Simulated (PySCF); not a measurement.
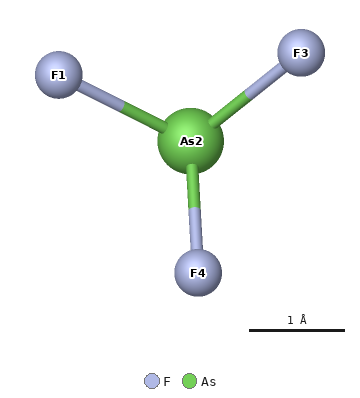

The input geometry of run 1 (ball-and-stick view, seen on its broad side; atoms are numbered from 1 in the order of the input). Bond lengths as drawn: As–F 1.73 Å.

# What a change does: excited-state calculation on AsF$_{3}$

System: AsF$_{3}$ (Arsenic trifluoride).
Method of run 1: TDDFT PBE0/6-31G*, vertical, gas phase, core orbitals frozen in the response (PySCF 2.14.0).

The geometry comes from this level: PBE0-D3(BJ)/def2-SVP. Text and figures count atoms from 1; the logs count them from 0 in places.

### Input, run 1
```
{"job": {"kind": "uv", "xc": "PBE0", "basis": "6-31G*"}, "charge": 0, "multiplicity": 1}
F     -0.837287    -1.214153    -0.239707
As    -0.001489     0.002727     0.653682
F      1.482804    -0.118715    -0.217770
F     -0.623569     1.339691    -0.241916
```

The first line tells a small driver script what to run in PySCF; the rest is the geometry in Å.

Hardware: 1 CPU thread, shared host.

### Output (run 1)
```
coarse grid: 23232 points
cycle   1  E = -2534.4517046683  dE = -3.464e-01  |g| = 9.792e-01  |ddm| = 2.189e+00
cycle   2  E = -2534.1360057778  dE =  3.157e-01  |g| = 1.705e+00  |ddm| = 1.831e+00
cycle   3  E = -2534.6162775295  dE = -4.803e-01  |g| = 1.973e-02  |ddm| = 1.163e+00
cycle   4  E = -2534.6163808271  dE = -1.033e-04  |g| = 1.176e-02  |ddm| = 4.340e-02
cycle   5  E = -2534.6164029636  dE = -2.214e-05  |g| = 2.189e-03  |ddm| = 7.189e-03
cycle   6  E = -2534.6164035838  dE = -6.202e-07  |g| = 4.555e-04  |ddm| = 2.168e-03
final grid: 47888 points
cycle   7  E = -2534.6163280724  dE = -1.996e-08  |g| = 4.506e-04  |ddm| = 7.169e-04
cycle   8  E = -2534.6163280353  dE =  3.711e-08  |g| = 6.455e-04  |ddm| = 6.332e-04
cycle   9  E = -2534.6163280974  dE = -6.215e-08  |g| = 8.956e-05  |ddm| = 4.263e-04
cycle  10  E = -2534.6163280984  dE = -1.022e-09  |g| = 5.828e-06  |ddm| = 4.974e-05
cycle  11  E = -2534.6163280984  dE = -2.728e-12  |g| = 2.821e-06  |ddm| = 8.229e-06
converged SCF energy = -2534.6163280984

Static polarisability (au): isotropic 23.407, principal 20.572 24.811 24.837

Singlet excitations
state   eV       nm        f      main configurations
  1   7.8854    157.2   0.12963   H->L 0.92
  2   7.8940    157.1   0.12942   H->L+1 0.92
  3   9.0798    136.5   0.01456   H-1->L 0.63, H-3->L 0.15, H-2->L+1 0.12
  4   9.0890    136.4   0.01394   H-1->L+1 0.60, H-2->L 0.16, H-3->L+1 0.14
  5   9.1952    134.8   0.00010   H-3->L 0.52, H-2->L+1 0.47
  6   9.2300    134.3   0.01116   H-2->L 0.74, H-1->L+1 0.15
  7   9.2337    134.3   0.01687   H-2->L+1 0.38, H-3->L 0.30, H-1->L 0.20
  8   9.2388    134.2   0.00600   H-3->L+1 0.78
  9   9.4971    130.5   0.18235   H->L+2 0.85
 10   9.8271    126.2   0.00000   H-5->L 0.49, H-4->L+1 0.47

Triplet excitations (Tamm-Dancoff, eV): 6.0784 6.0877 8.4527 8.5841
```

Run 2 used a changed input.

### The two runs side by side

```csv
quantity,run 1,run 2
outcome,converged,converged
total energy (hartree),−2534.616328,−2534.403054
HOMO (eV),−9.57,−9.74
LUMO (eV),−0.67,−0.76
dipole moment (D),2.32,2.52
lowest excitation (eV),7.89,7.99
SCF iterations,11,11
strongest computed line (eV),9.50,9.73
basis functions,74,74
wall time (shared host),3.2 s,2.8 s
```

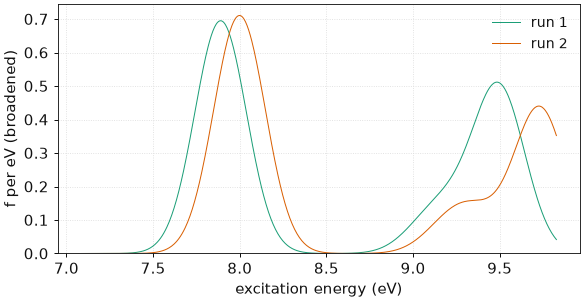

Absorption of the two runs from their computed states, each broadened by a Gaussian of 0.35 eV full width; the range ends where the shorter list of states ends.

Which change of the input explains these differences?

The change (lines with − go, lines with + come):
```diff
-"basis": "6-31G*"
+"basis": "def2-SVP"
```

The total energy of run 2 is 133.8 kcal/mol higher, which measures the change of basis and not a stability. The HOMO goes from −9.57 to −9.74 eV. The LUMO goes from −0.67 to −0.76 eV. The dipole moment goes from 2.32 to 2.52 D. The lowest excitation goes from 7.89 to 7.99 eV. The strongest computed line goes from 9.50 to 9.73 eV. The number of SCF iterations is the same.

### Output (run 2)
```
coarse grid: 23232 points
cycle   1  E = -2534.2399721321  dE = -3.854e-01  |g| = 9.593e-01  |ddm| = 2.181e+00
cycle   2  E = -2533.9323082676  dE =  3.077e-01  |g| = 1.676e+00  |ddm| = 1.787e+00
cycle   3  E = -2534.4029837815  dE = -4.707e-01  |g| = 2.035e-02  |ddm| = 1.106e+00
cycle   4  E = -2534.4030923978  dE = -1.086e-04  |g| = 9.350e-03  |ddm| = 4.353e-02
cycle   5  E = -2534.4031078848  dE = -1.549e-05  |g| = 1.892e-03  |ddm| = 6.685e-03
cycle   6  E = -2534.4031083207  dE = -4.359e-07  |g| = 5.530e-04  |ddm| = 2.092e-03
final grid: 47888 points
cycle   7  E = -2534.4030538245  dE = -3.765e-08  |g| = 5.744e-04  |ddm| = 7.363e-04
cycle   8  E = -2534.4030537675  dE =  5.699e-08  |g| = 8.026e-04  |ddm| = 8.276e-04
cycle   9  E = -2534.4030538662  dE = -9.864e-08  |g| = 1.235e-04  |ddm| = 5.391e-04
cycle  10  E = -2534.4030538682  dE = -2.035e-09  |g| = 6.413e-06  |ddm| = 7.365e-05
cycle  11  E = -2534.4030538682  dE =  1.819e-12  |g| = 3.045e-06  |ddm| = 7.570e-06
converged SCF energy = -2534.4030538682

Static polarisability (au): isotropic 22.421, principal 19.592 23.823 23.849

Singlet excitations
state   eV       nm        f      main configurations
  1   7.9941    155.1   0.13258   H->L 0.92
  2   8.0032    154.9   0.13233   H->L+1 0.92
  3   9.1926    134.9   0.01329   H-1->L 0.61, H-3->L 0.16, H-2->L+1 0.14
  4   9.2017    134.7   0.01262   H-1->L+1 0.58, H-2->L 0.18, H-3->L+1 0.15
  5   9.3085    133.2   0.00008   H-3->L 0.51, H-2->L+1 0.48
  6   9.3426    132.7   0.00362   H-2->L 0.66, H-3->L+1 0.24
  7   9.3568    132.5   0.01774   H-2->L+1 0.35, H-3->L 0.30, H-1->L 0.22
  8   9.3580    132.5   0.01617   H-3->L+1 0.55, H-1->L+1 0.21, H-2->L 0.11
  9   9.7297    127.4   0.16233   H->L+2 0.89
 10   9.9582    124.5   0.00000   H-5->L 0.49, H-4->L+1 0.48

Triplet excitations (Tamm-Dancoff, eV): 6.0884 6.0979 8.5974 8.7053
```

For both runs: Spin–orbit coupling is left out, which matters for the heavy atoms.
